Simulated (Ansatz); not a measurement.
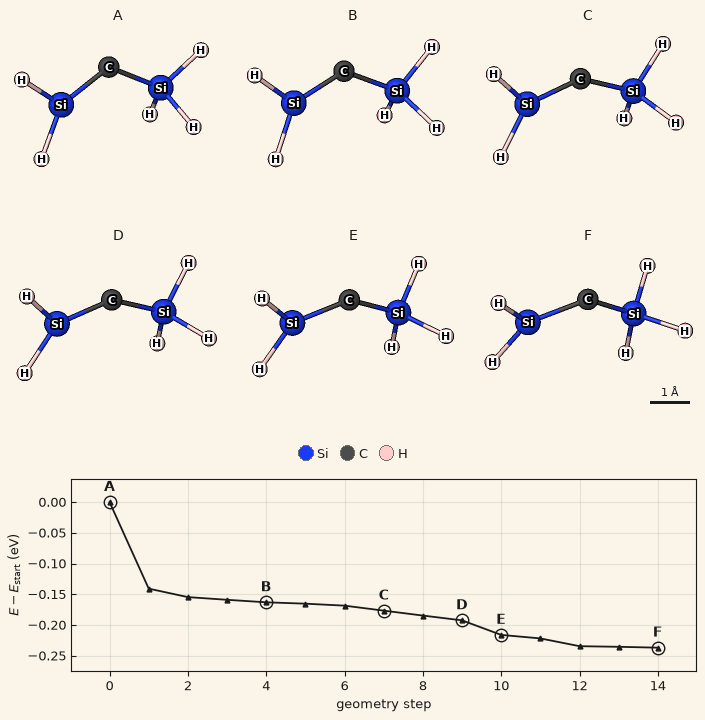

Frames of a relaxation of CH$_{5}$Si$_{2}$ (charge −1), marked on the history of the run. The picture is a ball-and-stick view, seen at a tilt.

The run prepares an end point of a later path (torsion) calculation, from a guessed geometry.

Theory: RKS PBE0-D4/6-31G in Ansatz 0.2.0. Set-up: no spin polarisation; force threshold 0.015 eV/Å; at most 40 steps.

Describe the path.

Answer. The energy falls by 0.237 eV in 14 geometry steps. The largest force component goes from 0.72 to 0.0079 eV/Å. The atom that moves furthest after the best rigid fit is an H atom (0.99 Å). Largest moves by element: H 0.99 Å, C 0.52 Å, Si 0.19 Å. Among the contacts that change: H–Si 1.519 → 1.554 Å, H–Si 1.508 → 1.531 Å, C–Si 1.821 → 1.835 Å, C–Si 1.735 → 1.723 Å. Bond angles that change, for instance: C–Si–H 143.4° → 133.7°, C–Si–H 120.8° → 111.9°, H–Si–H 98.4° → 105.0°. Groups turn about C–Si by about 60°. Cost: 29 s on 1 thread of Arm Neoverse V1 (shared host), peak memory 0.11 GiB. From step 0 to 4: an H atom moves most (0.23 Å), energy −0.163 eV. From step 4 to 7: an H atom moves most (0.28 Å), energy −0.014 eV. From step 7 to 9: an H atom moves most (0.26 Å), energy −0.016 eV. From step 9 to 10: an H atom moves most (0.20 Å), energy −0.024 eV. From step 10 to 14: an H atom moves most (0.32 Å), energy −0.021 eV.

| step | E − E(0), eV | largest force component, eV/Å |
| --- | --- | --- |
| 0 | 0.0000 | 0.7249 |
| 1 | -0.1409 | 0.3552 |
| 2 | -0.1547 | 0.1941 |
| 3 | -0.1591 | 0.2933 |
| 4 | -0.1631 | 0.1037 |
| 5 | -0.1654 | 0.0908 |
| 6 | -0.1686 | 0.1349 |
| 7 | -0.1767 | 0.0897 |
| 8 | -0.1847 | 0.3330 |
| 9 | -0.1925 | 0.2856 |
| 10 | -0.2162 | 0.3295 |
| 11 | -0.2219 | 0.4688 |
| 12 | -0.2345 | 0.0827 |
| 13 | -0.2356 | 0.1088 |
| 14 | -0.2370 | 0.0079 |

Limits of the set-up: the basis has no diffuse functions, which an anion needs.
